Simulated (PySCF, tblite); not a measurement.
# C₂H₁₄OSi₅: geometry, infrared bands and NMR shifts

Aim: predict the infrared bands and NMR shifts of C₂H₁₄OSi₅ (`CC[Si@@H]1[SiH2][SiH2][Si@H]1O[SiH3]`).

The runs use tblite 0.8.0 and PySCF 2.14.0, with density-fitted response routines of our own; the level of theory stands in each step. All values are computed, except where a source is named. Atoms are numbered from 0 throughout.

### 1 The starting structure

22 atoms, charge 0, multiplicity 1; geometry from: force field or distance geometry start.

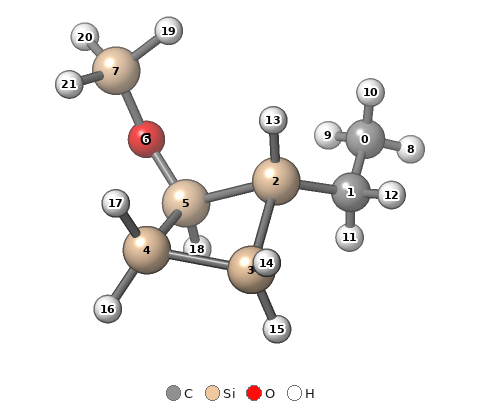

The starting geometry (carbon grey, silicon light orange, oxygen red, hydrogen white), atoms numbered; sticks join atoms by distance.

### 2 Optimising the geometry with GFN2-xTB

The job: settings as JSON, then the geometry in Å.

```
{"job": {"kind": "relax", "xc": "GFN2-xTB", "basis": "xTB"}, "charge": 0, "multiplicity": 1}
C     -2.096400    -2.131500    -0.644300
C     -2.264500    -0.649800    -0.297300
Si    -0.853000     0.098600     0.656200
Si    -1.055300     2.378000     0.864500
Si     1.208900     2.472000     0.552700
Si     0.970100     0.527000    -0.642300
O      2.202400    -0.556500    -0.460400
Si     3.132000    -1.293700     0.706900
H     -2.986300    -2.483900    -1.180700
H     -1.238200    -2.299300    -1.281400
H     -1.992500    -2.748900     0.251800
H     -2.431000    -0.098300    -1.214200
H     -3.183700    -0.543600     0.310800
H     -0.537300    -0.588300     1.931000
H     -1.518100     2.825500     2.218200
H     -1.833100     2.974800    -0.232500
H      1.670500     3.646400    -0.251500
H      1.979000     2.280100     1.806600
H      0.628300     0.742100    -2.063600
H      2.248900    -2.080100     1.605800
H      4.105700    -2.191300     0.058400
H      3.833300    -0.259700     1.492000
```

On the command line:

```
$ OMP_NUM_THREADS=1 python probes_run.py task.json out
```

One launch serves the whole session: the jobs run in the order shown.

**Question.** This job is followed by: GFN2-xTB harmonic vibrations, gas phase; GIAO PBE0/pcSseg-1 NMR shielding, non-relativistic, gas phase. What will the session give for the following? strongest single infrared mode (GFN2-xTB); zero-point energy (GFN2-xTB); 13C shifts against TMS (PBE0/pcSseg-1); 1H shifts against TMS (PBE0/pcSseg-1, means over atoms taken as alike); 29Si shifts against TMS (PBE0/pcSseg-1); 17O shifts against H2O (PBE0/pcSseg-1).

The runs gave:

| quantity | value |
| --- | --- |
| strongest single infrared mode (GFN2-xTB) | 1061 cm⁻¹, 568 km/mol |
| zero-point energy (GFN2-xTB) | 89.2 kcal/mol |
| 13C shifts against TMS (PBE0/pcSseg-1) | 15.4, 5.6 ppm |
| 1H shifts against TMS (PBE0/pcSseg-1, means over atoms taken as alike) | 6.75, 5.03, 5.02, 4.43, 4.11, 4.07, 3.88, 1.20, 0.97, 0.75 ppm |
| 29Si shifts against TMS (PBE0/pcSseg-1) | 22.8, -31.8, -44.1, -96.9, -106.6 ppm |
| 17O shifts against H2O (PBE0/pcSseg-1) | -4.6 ppm |

**Reading.** Relaxing lowered the energy by 0.771 eV in 258 steps; the close pair that moved most is Si2–Si5, from 2.279 to 2.365 Å. The lowest mode is imaginary (22i cm⁻¹), so the xTB geometry is not a minimum. The strongest single mode, at 1061 cm⁻¹, moves mainly O6. GFN2-xTB is a fitted tight-binding method: band positions and strengths are rough. Its intensities can rank the bands wrongly. At PBE0/pcSseg-1: The widest tensor belongs to O6: span 179 ppm, with a paramagnetic part of -60 ppm.
